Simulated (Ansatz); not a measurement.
# H3NS2Sn: rotation by 120° about the N1–Sn2 bond

Wanted: the energy profile along the rotation by 120° about the N1–Sn2 bond, from relaxed end points and a band of images. SMILES of the start: [NH2][SnH]1[S][S]1.

Method: RKS PBE/def2-SVP, in Ansatz 0.2.0.

### 1 The system as given

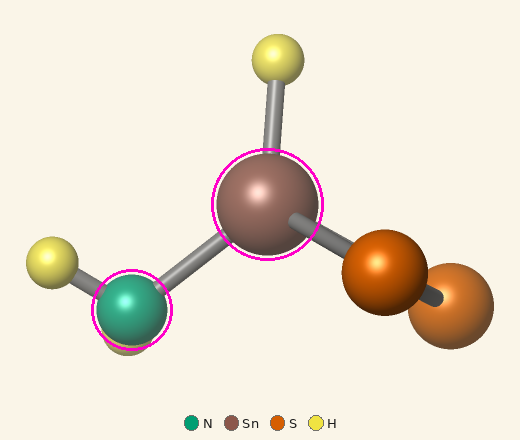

Start, viewed from a chosen angle; nitrogen teal, tin brown, sulfur orange, hydrogen yellow. Ringed: N1, Sn2.

Coordinates:

```xyz
7

N    -1.1072    0.9187    0.0432
Sn    0.6041   -0.1045    0.0248
S     0.6255   -1.8734    1.6545
S     0.2599   -2.4466   -0.3224
H    -0.9118    1.9344    0.2888
H    -1.4849    1.0183   -0.9603
H     2.0756    0.4851   -0.7744
```

### 2 End point A

Input file input.yaml:

```yaml
crystal:
  periodic: [false, false, false]
  atoms:
    - { symbol: "N", position_ang: [-1.1072, 0.9187, 0.0432] }
    - { symbol: Sn, position_ang: [0.6041, -0.1045, 0.0248] }
    - { symbol: S, position_ang: [0.6255, -1.8734, 1.6545] }
    - { symbol: S, position_ang: [0.2599, -2.4466, -0.3224] }
    - { symbol: H, position_ang: [-0.9118, 1.9344, 0.2888] }
    - { symbol: H, position_ang: [-1.4849, 1.0183, -0.9603] }
    - { symbol: H, position_ang: [2.0756, 0.4851, -0.7744] }
basis:
  gaussian: { orbitals: def2-SVP }
hamiltonian:
  xc: pbe
relax:
  f_tol: 0.015
  max_steps: 40
```

Started as:

```console
ansatz run input.yaml --threads 1 --pin off --max-ram 2048MiB --backend cpu --events-out ev --progress --plain --runs-dir out
```

The log of the run (excerpt; [...] marks lines left out):

```text
Warning: RAYON_NUM_THREADS=1 ignored (pool sized by the plan → 1); use --threads N
[...]
Functional definition: PBE
[...]
1047 factors; their error is unknown
[...]
mean field -29021.62888987 eV, -1066.5251901363 hartree, gradient 3.7e-5 eV, S^2 0.000000; 0 other end points of the search recorded, 0 dependent functions left out
[...]
reference -29021.62892489 eV, -1066.5251914231 hartree; 32, 32 occupied and 59, 59 virtual orbitals, 1047 factors
relax step   1: F+E_penalty+E_count = -29021.62888987 eV  Δ(F+E_penalty+E_count) = +0.000e0 eV  max|allowed force component| = 2.266e0 eV/Å  Δτ_max = 0.0000 Å  (29 SCF iters, accepted)
[...]
relax step   5: F+E_penalty+E_count = -29022.00598547 eV  Δ(F+E_penalty+E_count) = -3.856e-2 eV  max|allowed force component| = 2.212e-1 eV/Å  Δτ_max = 0.2000 Å  (29 SCF iters, accepted)
[...]
relax step   9: F+E_penalty+E_count = -29022.06499392 eV  Δ(F+E_penalty+E_count) = -2.091e-2 eV  max|allowed force component| = 1.164e-1 eV/Å  Δτ_max = 0.1500 Å  (29 SCF iters, accepted)
[...]
relax step  13: F+E_penalty+E_count = -29022.09240598 eV  Δ(F+E_penalty+E_count) = -9.885e-4 eV  max|allowed force component| = 8.701e-2 eV/Å  Δτ_max = 0.1000 Å  (28 SCF iters, accepted)
[...]
relax step  16: F+E_penalty+E_count = -29022.09545068 eV  Δ(F+E_penalty+E_count) = +2.967e-6 eV  max|allowed force component| = 3.014e-2 eV/Å  Δτ_max = 0.0070 Å  (31 SCF iters, rejected (line search))
[...]
relax step  17: F+E_penalty+E_count = -29022.09549692 eV  Δ(F+E_penalty+E_count) = -4.327e-5 eV  max|allowed force component| = 4.133e-3 eV/Å  Δτ_max = 0.0033 Å  (23 SCF iters, accepted)
1047 factors; their error is unknown
mean field -29022.09549692 eV, -1066.5423376288 hartree, gradient 2.3e-5 eV, S^2 0.000000; 1 other end points of the search recorded, 0 dependent functions left out
[...]
reference -29022.09553226 eV, -1066.5423389278 hartree; 32, 32 occupied and 59, 59 virtual orbitals, 1047 factors
Total energy: -29022.09553226 eV, -1066.5423389278 hartree
Atom 0 at    -0.845963     1.267348     0.035461 Å, force    -0.002190    -0.000329    -0.004133 eV/Å
Atom 1 at     0.675442    -0.115927     0.000149 Å, force     0.002710     0.000653     0.000674 eV/Å
Atom 2 at     0.388732    -1.980667     1.504181 Å, force    -0.000845     0.000205    -0.000310 eV/Å
Atom 3 at     0.318982    -2.416889    -0.713132 Å, force    -0.000996     0.000735    -0.000124 eV/Å
Atom 4 at    -0.935505     1.744786    -0.873663 Å, force     0.000157    -0.000471     0.001540 eV/Å
Atom 5 at    -1.740636     0.784996     0.206007 Å, force     0.000415    -0.000596     0.002124 eV/Å
Atom 6 at     2.200148     0.648354    -0.204803 Å, force     0.000748    -0.000198     0.000229 eV/Å
Dipole moment:    -0.060553     0.658352    -0.331462 e Å
```

Run time: 65 s. Hardware: 1 thread of Arm Neoverse V1, shared host; peak memory 0.13 GiB.

Relaxation path:

```
step  energy from step 1 (eV)  largest force component (eV/Å)
   1                   0.0000                          2.2657
   2                  -0.2737                          0.7659
   3                  -0.3261                          0.4027
   4                  -0.3385                          0.6736
   5                  -0.3771                          0.2212
  6x                  -0.3768                          0.4024
   7                  -0.3983                          0.2320
   8                  -0.4152                          0.1507
   9                  -0.4361                          0.1164
  10                  -0.4555                          0.0823
 11x                  -0.4546                          0.2106
  12                  -0.4625                          0.0409
  13                  -0.4635                          0.0870
  14                  -0.4645                          0.2740
  15                  -0.4666                          0.0248
 16x                  -0.4666                          0.0301
  17                  -0.4666                          0.0041
```

Step 1 is the start. 3 steps were tried and not accepted (marked x).

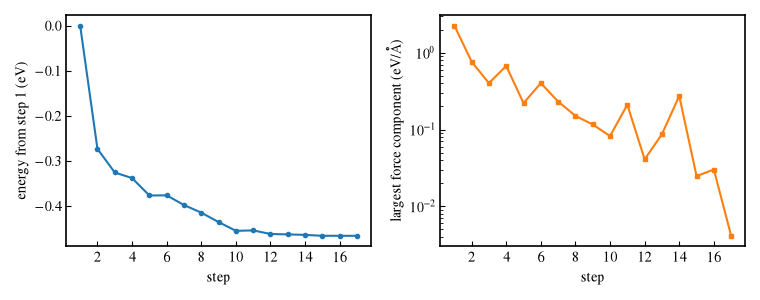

How energy and force went from step to step.

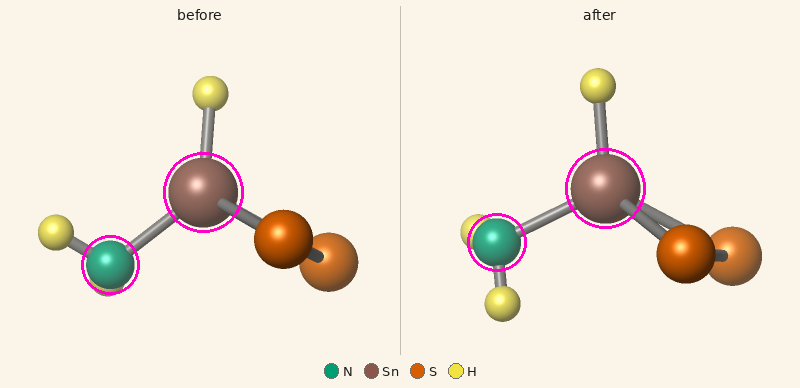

The structure before (left) and after (right), drawn at the same scale.

After: Bond lengths: N1–Sn2 2.057 Å, Sn2–S3 2.413 Å, Sn2–S4 2.435 Å, S3–S4 2.261 Å, N1–H5 1.031 Å, N1–H6 1.031 Å, Sn2–H7 1.718 Å. Angles: N1–Sn2–S3 114.9°, N1–Sn2–S4 122.2°, N1–Sn2–H7 111.1°, S3–Sn2–S4 55.6°, S3–Sn2–H7 121.6°, S4–Sn2–H7 121.0°, Sn2–N1–H5 111.1°, Sn2–N1–H6 109.3°, H5–N1–H6 106.7°, Sn2–S3–S4 62.7°, Sn2–S4–S3 61.7°.

### 3 Relaxing end B

The second end starts from a geometry with the move made by hand.

Input file input.yaml:

```yaml
crystal:
  periodic: [false, false, false]
  atoms:
    - { symbol: "N", position_ang: [-1.1072, 0.9187, 0.0432] }
    - { symbol: Sn, position_ang: [0.6041, -0.1045, 0.0248] }
    - { symbol: S, position_ang: [2.50463, 1.29016, 0.50259] }
    - { symbol: S, position_ang: [1.81168, 0.10555, 2.07957] }
    - { symbol: H, position_ang: [-0.9118, 1.9344, 0.2888] }
    - { symbol: H, position_ang: [-1.4849, 1.0183, -0.9603] }
    - { symbol: H, position_ang: [0.7543, -1.72645, -0.68116] }
basis:
  gaussian: { orbitals: def2-SVP }
hamiltonian:
  xc: pbe
relax:
  f_tol: 0.015
  max_steps: 40
```

Started as:

```console
ansatz run input.yaml --threads 1 --pin off --max-ram 2048MiB --backend cpu --events-out ev --progress --plain --runs-dir out
```

The log of the run (excerpt; [...] marks lines left out):

```text
Warning: RAYON_NUM_THREADS=1 ignored (pool sized by the plan → 1); use --threads N
[...]
Functional definition: PBE
[...]
1047 factors; their error is unknown
[...]
mean field -29021.71358414 eV, -1066.5283025933 hartree, gradient 1.4e-5 eV, S^2 0.000000; 0 other end points of the search recorded, 0 dependent functions left out
[...]
reference -29021.71361940 eV, -1066.5283038889 hartree; 32, 32 occupied and 59, 59 virtual orbitals, 1047 factors
relax step   1: F+E_penalty+E_count = -29021.71358414 eV  Δ(F+E_penalty+E_count) = +0.000e0 eV  max|allowed force component| = 1.916e0 eV/Å  Δτ_max = 0.0000 Å  (30 SCF iters, accepted)
[...]
relax step   6: F+E_penalty+E_count = -29022.09489367 eV  Δ(F+E_penalty+E_count) = -1.080e-3 eV  max|allowed force component| = 4.631e-2 eV/Å  Δτ_max = 0.0557 Å  (28 SCF iters, accepted)
[...]
mean field -29022.09549115 eV, -1066.5423374167 hartree, gradient 2.1e-5 eV, S^2 0.000000; 1 other end points of the search recorded, 0 dependent functions left out
[...]
reference -29022.09552665 eV, -1066.5423387217 hartree; 32, 32 occupied and 59, 59 virtual orbitals, 1047 factors
Total energy: -29022.09552665 eV, -1066.5423387217 hartree
Atom 0 at    -1.160918     0.863059    -0.068204 Å, force     0.001581    -0.002230     0.008696 eV/Å
Atom 1 at     0.661531    -0.076725     0.089427 Å, force    -0.001988    -0.004488    -0.006961 eV/Å
Atom 2 at     2.740509     1.160241     0.366210 Å, force     0.002589     0.004278     0.000906 eV/Å
Atom 3 at     1.791545     0.235060     2.197614 Å, force     0.001037     0.003030     0.006693 eV/Å
Atom 4 at    -1.134451     1.747508     0.460130 Å, force     0.000560     0.001604     0.000619 eV/Å
Atom 5 at    -1.369244     1.108529    -1.047142 Å, force    -0.001271     0.002581    -0.006765 eV/Å
Atom 6 at     0.641838    -1.601513    -0.700535 Å, force    -0.002508    -0.004775    -0.003189 eV/Å
Dipole moment:    -0.515396    -0.030211    -0.527056 e Å
```

Run time: 29 s. Hardware: 1 thread of Arm Neoverse V1, shared host; peak memory 0.13 GiB.

The steps of the relaxation:

```
step  energy from step 1 (eV)  largest force component (eV/Å)
   1                   0.0000                          1.9156
   2                  -0.3084                          0.6674
   3                  -0.3658                          0.2810
   4                  -0.3727                          0.2098
   5                  -0.3802                          0.0390
   6                  -0.3813                          0.0463
   7                  -0.3819                          0.0087
```

Step 1 is the start.

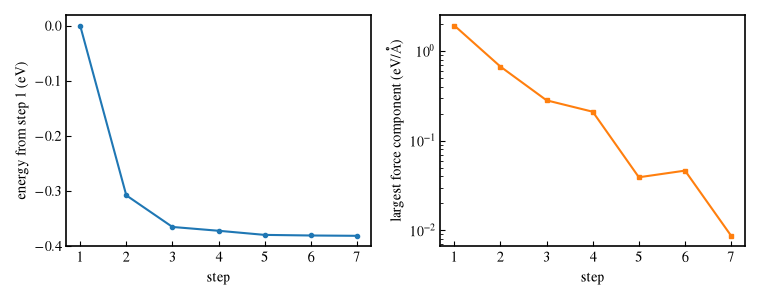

How energy and force went from step to step.

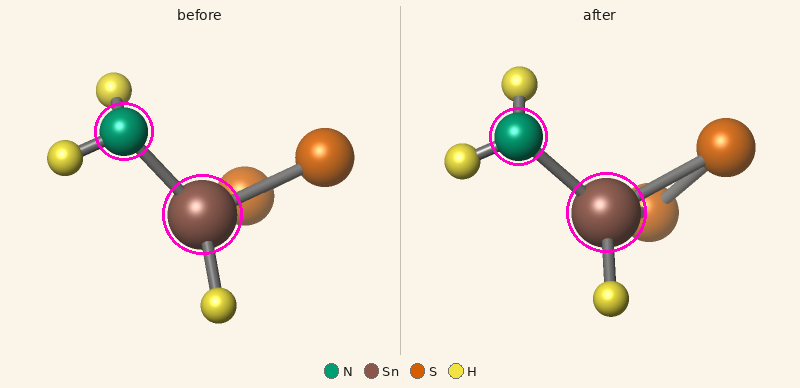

The structure before (left) and after (right), drawn at the same scale.

After: Bond lengths: N1–Sn2 2.057 Å, Sn2–S3 2.435 Å, Sn2–S4 2.412 Å, S3–S4 2.261 Å, N1–H5 1.031 Å, N1–H6 1.031 Å, Sn2–H7 1.717 Å. Angles: N1–Sn2–S3 122.2°, N1–Sn2–S4 115.0°, N1–Sn2–H7 111.1°, S3–Sn2–S4 55.6°, S3–Sn2–H7 120.9°, S4–Sn2–H7 121.5°, Sn2–N1–H5 109.3°, Sn2–N1–H6 111.1°, H5–N1–H6 106.7°, Sn2–S3–S4 61.7°, Sn2–S4–S3 62.7°.

### 4 The band

crystal.atoms is end A as relaxed above, and neb.final_atoms is end B, turned to lie on A. With 7 inner images the band has 9 in all.

Input file input.yaml:

```yaml
crystal:
  periodic: [false, false, false]
  atoms:
    - { symbol: "N", position_ang: [-0.845963, 1.267348, 0.035461] }
    - { symbol: Sn, position_ang: [0.675442, -0.115927, 0.000149] }
    - { symbol: S, position_ang: [0.388732, -1.980667, 1.504181] }
    - { symbol: S, position_ang: [0.318982, -2.416889, -0.713132] }
    - { symbol: H, position_ang: [-0.935505, 1.744786, -0.873663] }
    - { symbol: H, position_ang: [-1.740636, 0.784996, 0.206007] }
    - { symbol: H, position_ang: [2.200148, 0.648354, -0.204803] }
basis:
  gaussian: { orbitals: def2-SVP }
hamiltonian:
  xc: pbe
neb:
  order_check: false
  images: 7
  f_tol: 0.03
  max_iterations: 55
  initial_path: idpp
  final_atoms:
    - { symbol: "N", position_ang: [-0.83311679, 1.19856873, -0.4515997] }
    - { symbol: Sn, position_ang: [0.67355688, -0.10829523, 0.04980125] }
    - { symbol: S, position_ang: [0.26723561, -2.11294944, 1.37082652] }
    - { symbol: S, position_ang: [0.44977981, -2.325988, -0.87234653] }
    - { symbol: H, position_ang: [-1.72064177, 0.68065046, -0.5300053] }
    - { symbol: H, position_ang: [-0.9683591, 1.90931369, 0.28224359] }
    - { symbol: H, position_ang: [2.19274537, 0.69070079, 0.10528017] }
```

Started as:

```console
ansatz run input.yaml --threads 1 --pin off --max-ram 2048MiB --backend cpu --events-out ev --progress --plain --runs-dir out
```

The log of the run (excerpt; [...] marks lines left out):

```text
Warning: RAYON_NUM_THREADS=1 ignored (pool sized by the plan → 1); use --threads N
[...]
Functional definition: PBE
[...]
1047 factors; their error is unknown
[...]
mean field -29022.09549547 eV, -1066.5423375756 hartree, gradient 4.6e-5 eV, S^2 0.000000; 0 other end points of the search recorded, 0 dependent functions left out
[...]
reference -29022.09553082 eV, -1066.5423388747 hartree; 32, 32 occupied and 59, 59 virtual orbitals, 1047 factors
1047 factors; their error is unknown
[...]
mean field -29022.09547623 eV, -1066.5423368687 hartree, gradient 5.1e-5 eV, S^2 0.000000; 0 other end points of the search recorded, 0 dependent functions left out
[...]
reference -29022.09551162 eV, -1066.5423381692 hartree; 32, 32 occupied and 59, 59 virtual orbitals, 1047 factors
NEB end point (image 0): max|allowed force component| = 4.095e-3 eV/Å (the criterion of neb.relax_end_points is 1.000e-2)
[...]
1047 factors; their error is unknown
mean field -29022.06803151 eV, -1066.5413282939 hartree, gradient 2.3e-5 eV, S^2 0.000000; 0 other end points of the search recorded, 0 dependent functions left out
[...]
reference -29022.06806716 eV, -1066.5413296038 hartree; 32, 32 occupied and 59, 59 virtual orbitals, 1047 factors
[...]
1047 factors; their error is unknown
mean field -29022.06328300 eV, -1066.5411537893 hartree, gradient 1.1e-5 eV, S^2 0.000000; 0 other end points of the search recorded, 0 dependent functions left out
[...]
reference -29022.06331851 eV, -1066.5411550942 hartree; 32, 32 occupied and 59, 59 virtual orbitals, 1047 factors
[...]
1047 factors; their error is unknown
mean field -29022.06789664 eV, -1066.5413233373 hartree, gradient 2.4e-5 eV, S^2 0.000000; 0 other end points of the search recorded, 0 dependent functions left out
[...]
reference -29022.06793216 eV, -1066.5413246426 hartree; 32, 32 occupied and 59, 59 virtual orbitals, 1047 factors
[...]
1047 factors; their error is unknown
[...]
```

### 5 The log goes on: band between the two ends

The log, continued (excerpt; [...] marks lines left out):

```text
mean field -29022.07829470 eV, -1066.5417054590 hartree, gradient 1.7e-5 eV, S^2 0.000000; 0 other end points of the search recorded, 0 dependent functions left out
[...]
reference -29022.07833027 eV, -1066.5417067663 hartree; 32, 32 occupied and 59, 59 virtual orbitals, 1047 factors
[...]
1047 factors; their error is unknown
mean field -29022.08990544 eV, -1066.5421321458 hartree, gradient 1.8e-5 eV, S^2 0.000000; 0 other end points of the search recorded, 0 dependent functions left out
[...]
reference -29022.08994090 eV, -1066.5421334491 hartree; 32, 32 occupied and 59, 59 virtual orbitals, 1047 factors
NEB iter   3: max|band force component| = 3.481e-1 eV/Å  barrier→ = 0.0322 eV  barrier← = 0.0322 eV  CI = image 4  Δτ_max = 0.0158 Å  (201 SCF iters)
[...]
NEB iter   4: max|band force component| = 6.872e-2 eV/Å  barrier→ = 0.0275 eV  barrier← = 0.0275 eV  CI = image 4  Δτ_max = 0.0091 Å  (211 SCF iters)
[...]
NEB iter   5: max|band force component| = 2.230e-2 eV/Å  barrier→ = 0.0274 eV  barrier← = 0.0274 eV  CI = image 4  Δτ_max = 0.0000 Å  (408 SCF iters)
Total energy: -29022.06812449 eV, -1066.5413317105 hartree
Atom 0 at    -0.783578     1.356101    -0.189903 Å, force     0.009541     0.022302    -0.001063 eV/Å
Atom 1 at     0.709940    -0.060230     0.059565 Å, force    -0.001023    -0.004166     0.000271 eV/Å
Atom 2 at     0.216894    -2.076127     1.316323 Å, force    -0.000442    -0.003328    -0.003903 eV/Å
Atom 3 at     0.413898    -2.261702    -0.916344 Å, force    -0.001164    -0.002644     0.004264 eV/Å
Atom 4 at    -1.312516     1.096651    -1.038115 Å, force    -0.000437    -0.008562    -0.001868 eV/Å
Atom 5 at    -1.455913     1.231211     0.583996 Å, force    -0.000860    -0.008202     0.003174 eV/Å
Atom 6 at     2.272475     0.646097     0.138678 Å, force    -0.005615     0.004600    -0.000875 eV/Å
Dipole moment:    -0.071236     0.539608    -0.051175 e Å
this run last wrote the band of iteration 5 to <dir>
```

Run time: 2.4 min. Hardware: 1 thread of Arm Neoverse V1, shared host; peak memory 0.13 GiB.

### 6 What the band shows

The 7 inner images lie between the fixed ends 0 and 8. Energy is taken from image 0, and the path length is the program's own coordinate along the band.

```
image  path (Å)  energy (eV)  dihedral H5–N1–Sn2–S3 (°)  band force (eV/Å)
    0     0.000       0.0000                       -152                  -
    1     0.299       0.0037                       -136              0.008
    2     0.598       0.0133                       -120              0.017
    3     0.897       0.0232                       -104              0.021
   4*     1.197       0.0274                        -88              0.022
    5     1.494       0.0233                        -72              0.021
    6     1.791       0.0135                        -58              0.017
    7     2.088       0.0039                        -43              0.009
    8     2.384       0.0000                        -30                  -
```

The star marks the climbing image.

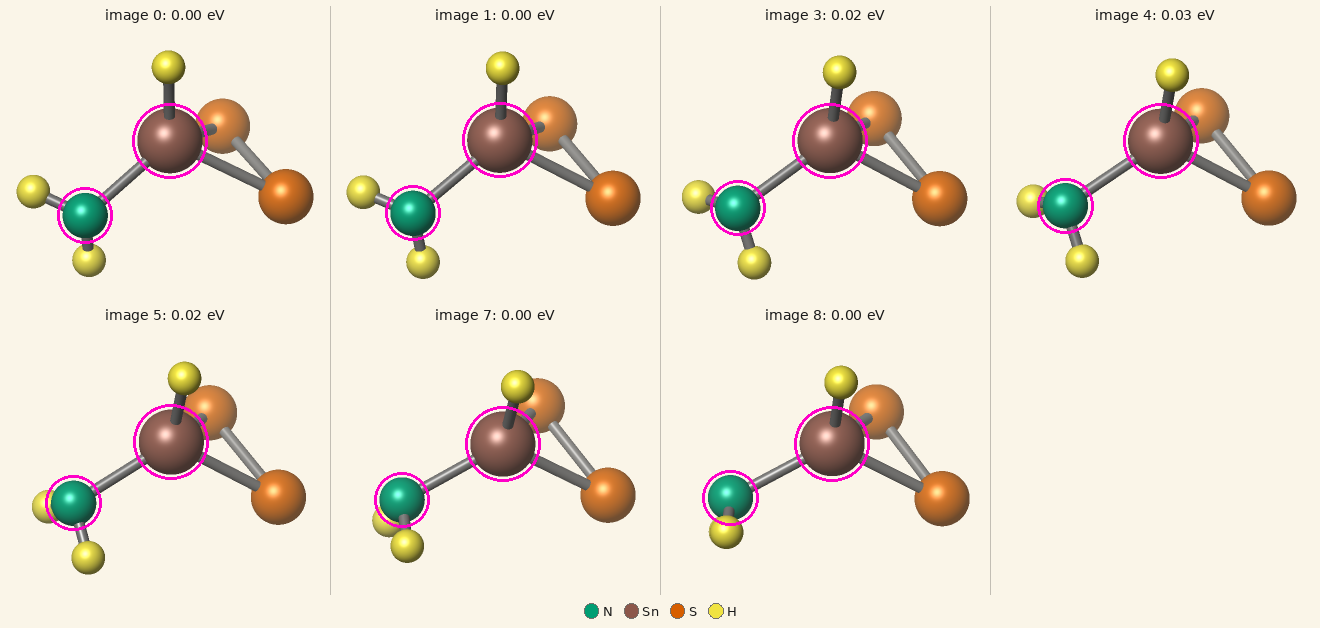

The images of the last band, seen from a free direction. Ringed: N1, Sn2. Sticks join atoms closer than a bonding distance in each image.

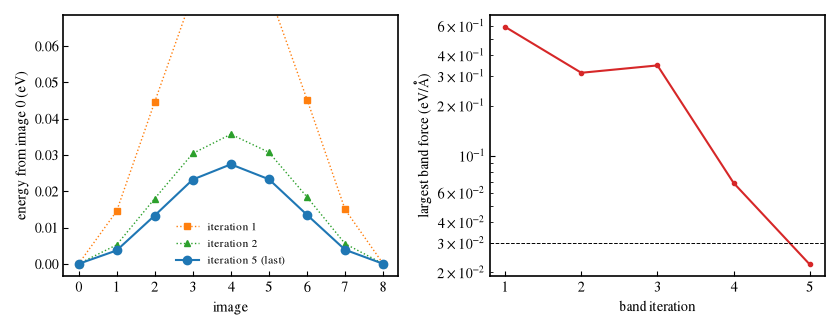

Left: energy of each image for early iterations and the last one (lines only join the points; early values far above the last band run off the scale). Right: the largest band force by iteration, with the threshold dashed.

The top of the band by iteration:

```
iteration  highest image above image 0 (eV)  largest band force (eV/Å)
        1                            0.0863                      0.593
        2                            0.0357                      0.314
        3                            0.0322                      0.348
        4                            0.0275                      0.069
        5                            0.0274                      0.022
```

The band as a trajectory file:

```xyz
7
image=0 dE=0.0000
N    -0.846    1.267    0.035
Sn    0.675   -0.116    0.000
S     0.389   -1.981    1.504
S     0.319   -2.417   -0.713
H    -0.936    1.745   -0.874
H    -1.741    0.785    0.206
H     2.200    0.648   -0.205
7
image=1 dE=0.0037
N    -0.822    1.303   -0.004
Sn    0.694   -0.095    0.008
S     0.320   -1.988    1.459
S     0.338   -2.377   -0.764
H    -1.029    1.599   -0.970
H    -1.678    0.846    0.344
H     2.239    0.643   -0.119
7
image=2 dE=0.0133
N    -0.804    1.333   -0.057
Sn    0.705   -0.077    0.021
S     0.273   -2.006    1.412
S     0.360   -2.336   -0.814
H    -1.124    1.433   -1.033
H    -1.611    0.945    0.456
H     2.263    0.641   -0.031
7
image=3 dE=0.0232
N    -0.792    1.353   -0.121
Sn    0.710   -0.065    0.039
S     0.241   -2.037    1.365
S     0.385   -2.298   -0.865
H    -1.220    1.261   -1.056
H    -1.537    1.076    0.538
H     2.274    0.642    0.055
7
image=4 dE=0.0274
N    -0.784    1.356   -0.190
Sn    0.710   -0.060    0.060
S     0.217   -2.076    1.316
S     0.414   -2.262   -0.916
H    -1.313    1.097   -1.038
H    -1.456    1.231    0.584
H     2.272    0.646    0.139
7
image=5 dE=0.0233
N    -0.780    1.342   -0.257
Sn    0.706   -0.062    0.080
S     0.197   -2.120    1.268
S     0.446   -2.231   -0.965
H    -1.402    0.951   -0.983
H    -1.366    1.396    0.591
H     2.259    0.656    0.220
7
image=6 dE=0.0135
N    -0.781    1.312   -0.318
Sn    0.698   -0.070    0.098
S     0.181   -2.167    1.221
S     0.486   -2.208   -1.011
H    -1.490    0.834   -0.896
H    -1.267    1.562    0.558
H     2.234    0.668    0.302
7
image=7 dE=0.0039
N    -0.790    1.273   -0.367
Sn    0.685   -0.086    0.112
S     0.168   -2.215    1.175
S     0.541   -2.196   -1.051
H    -1.577    0.754   -0.784
H    -1.160    1.717    0.487
H     2.195    0.685    0.383
7
image=8 dE=0.0000
N    -0.820    1.201   -0.470
Sn    0.671   -0.104    0.081
S     0.217   -2.137    1.342
S     0.512   -2.305   -0.893
H    -1.698    0.678   -0.602
H    -0.998    1.896    0.270
H     2.178    0.705    0.227
```

[end of part 1 of 2]
